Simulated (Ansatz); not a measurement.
# SiH2Cl2 (dichlorosilane (DCS)): B2PLYP/6-311+G(d,p)

Aim: the electronic atomisation energy of SiH2Cl2 (dichlorosilane (DCS)) at B2PLYP/6-311+G**, from 4 runs. 

The calculation is run with Ansatz 0.2.0.

47 further runs of the same task are left out: 4 that didn't finish, 43 set aside as unsound or not needed.

## Step 1: The system as given

SiH2Cl2 has 5 atoms, charge 0, and is taken as a singlet. As SMILES, `Cl[SiH2]Cl`. Geometry: relaxed at PBE0-D4/def2-TZVP.

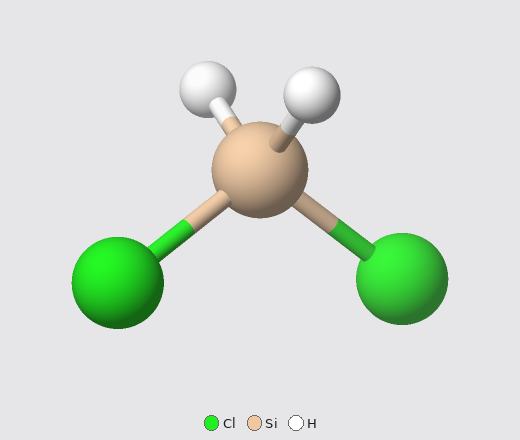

Viewed from a chosen angle; chlorine green, silicon light orange, hydrogen white.

## Step 2: A single-point energy at B2PLYP/6-311+G(d,p)

The input, molecule.yaml:

```yaml
crystal:
  periodic: [false, false, false]
  atoms:
    - {symbol: Cl, position_ang: [-1.036100, -0.393400, 1.609300]}
    - {symbol: Si, position_ang: [0.136800, -0.071700, -0.028900]}
    - {symbol: Cl, position_ang: [-0.799200, 1.196800, -1.324000]}
    - {symbol: H, position_ang: [0.352000, -1.362200, -0.711200]}
    - {symbol: H, position_ang: [1.396500, 0.556600, 0.413400]}
basis:
  gaussian:
    orbitals: 6-311+G_st__st_-spherical.json
correlation:
  frozen_orbitals: {Cl: 5, H: 0, Si: 5}
total_charge: 0
output:
  orbitals: {seedname: orbitals}
accuracy: high
hamiltonian:
  xc: {name: B2PLYP}
```

The basis set 6-311+G** is read from a file made from the Basis Set Exchange's data (not shown).

Command:

```
$ ansatz run molecule.yaml --threads 1 --pin off --max-ram 3480MiB --events-out events.jsonl --progress --plain --runs-dir runs
```

What it wrote:

```text
Warning: RAYON_NUM_THREADS=1 ignored (pool sized by the plan → 1); use --threads N
Functional definition: B2PLYP
  name "B2PLYP"
  parameter a = 0.53
  parameter c = 0.27
  exchange = (1 - a)*b88_x + a*exact_x
  correlation = (1 - c)*lyp_c + c*(mp2_os + mp2_ss)
1711 factors; integrals over basis functions are off by at most 4.4e-9 eV
mean field evaluation 1: about -32943.4390 eV, gradient 1.3e1 eV
mean field evaluation 2: about -32943.4748 eV, gradient 1.3e1 eV
mean field evaluation 4: about -32943.8996 eV, gradient 1.0e0 eV
mean field evaluation 8: about -32943.9035 eV, gradient 7.5e-3 eV
mean field evaluation 16: about -32943.9035 eV, gradient 2.9e-6 eV
mean field -32943.90352245 eV, -1210.6661242701 hartree, gradient 9.6e-8 eV, S^2 0.000000; 0 other end points of the search recorded, 0 dependent functions left out
15 core orbitals not correlated: weight in the atoms' cores, before any rotation towards them, 1.000 or more for the frozen orbitals, at most 0.000 for the correlated occupied ones
reference -32943.90354953 eV, -1210.6661252654 hartree; 10, 10 occupied and 77, 77 virtual orbitals, 1711 factors
second order -12.30912163 eV of doubles, -0.00000000 eV of singles
Total energy: -32947.22701237 eV, -1210.7882602721 hartree
```

It took 11 s on 1 thread of Arm Neoverse V2, shared host; peak memory 0.3 GiB.

## Step 3: The Cl atom, same level

The input, run.yaml:

```yaml
crystal:
  periodic: [false, false, false]
  atoms:
    - {symbol: Cl, position_ang: [0.000000, 0.000000, 0.000000]}
basis:
  gaussian:
    orbitals: 6-311+G_st__st_-spherical.json
magnetization:
  spin_polarized: true
  initial_magnetization: 1
hamiltonian:
  xc: {name: B2PLYP}
correlation:
  frozen_orbitals: {Cl: 5}
accuracy: high
```

The basis set 6-311+G** is read from a file made from the Basis Set Exchange's data (not shown).

Command:

```
$ ansatz run run.yaml --threads 1 --pin off --max-ram 3480MiB --events-out events.jsonl --progress --plain --runs-dir runs
```

What it wrote (excerpt; [...] marks lines left out):

```text
Warning: RAYON_NUM_THREADS=1 ignored (pool sized by the plan → 1); use --threads N
[... 2 set-up lines as earlier in the session ...]
[...]
229 factors; integrals over basis functions are off by at most 4.3e-9 eV
[...]
mean field -12516.39756848 eV, -459.9691267228 hartree, gradient 5.0e-8 eV, S^2 0.752977; 0 other end points of the search recorded, 0 dependent functions left out
5 core orbitals not correlated: weight in the atoms' cores, before any rotation towards them, 1.000 or more for the frozen orbitals, at most 0.000 for the correlated occupied ones
reference -12516.39760664 eV, -459.9691281251 hartree; 4, 3 occupied and 21, 22 virtual orbitals, 229 factors
second order -3.67602725 eV of doubles, -0.00000000 eV of singles
Total energy: -12517.39013400 eV, -460.0056028327 hartree
```

Run time: 1 s. Hardware: 1 thread of Arm Neoverse V2, shared host.

## Step 4: The H atom at the same level

The input, molecule.yaml:

```yaml
basis:
  gaussian:
    orbitals: 6-311+G_st__st_.json
crystal:
  periodic: [false, false, false]
  atoms:
    - {symbol: H, position_ang: [0.000000, 0.000000, 0.000000]}
magnetization:
  spin_polarized: true
  initial_magnetization: 1
hamiltonian:
  xc: {name: B2PLYP}
correlation:
  frozen_orbitals: {H: 0}
accuracy: high
```

The basis set 6-311+G** is read from a file made from the Basis Set Exchange's data (not shown).

Run the same way, it converges to -0.49861 Eh (log not shown).

## Step 5: The Si atom at the same level

The input, run.yaml:

```yaml
crystal:
  periodic: [false, false, false]
  atoms:
    - symbol: Si
      position_ang: [0.000000, 0.000000, 0.000000]
basis:
  gaussian:
    orbitals: 6-311+G_st__st_-spherical.json
magnetization:
  spin_polarized: true
  initial_magnetization: 2
hamiltonian:
  xc: {name: B2PLYP}
correlation:
  frozen_orbitals: {Si: 5}
accuracy: high
```

The basis set 6-311+G** is read from a file made from the Basis Set Exchange's data (not shown).

Run the same way, it converges to -289.24924 Eh (log not shown).

## Step 6: Summary of results

Level: B2PLYP/6-311+G**, 15 core orbitals frozen.

| quantity | value |
| --- | --- |
| molecule: total energy | -1210.78826 Eh |
| molecule: HOMO energy (SCF part's orbitals) | -10.42 eV |
| molecule: LUMO energy (SCF part's orbitals) | 0.59 eV |
| molecule: HOMO–LUMO gap (SCF part's orbitals) | 11.01 eV |
| Cl atom: total energy | -460.00560 Eh |
| Cl atom: ⟨S²⟩ | 0.753 |
| H atom: total energy | -0.49861 Eh |
| H atom: ⟨S²⟩ | 0.750 |
| Si atom: total energy | -289.24924 Eh |
| Si atom: ⟨S²⟩ | 2.003 |
| electronic atomisation energy | 14.438 eV |

Taking the molecule apart into free atoms costs 14.44 eV (333 kcal/mol), before zero-point energy and without spin-orbit coupling.
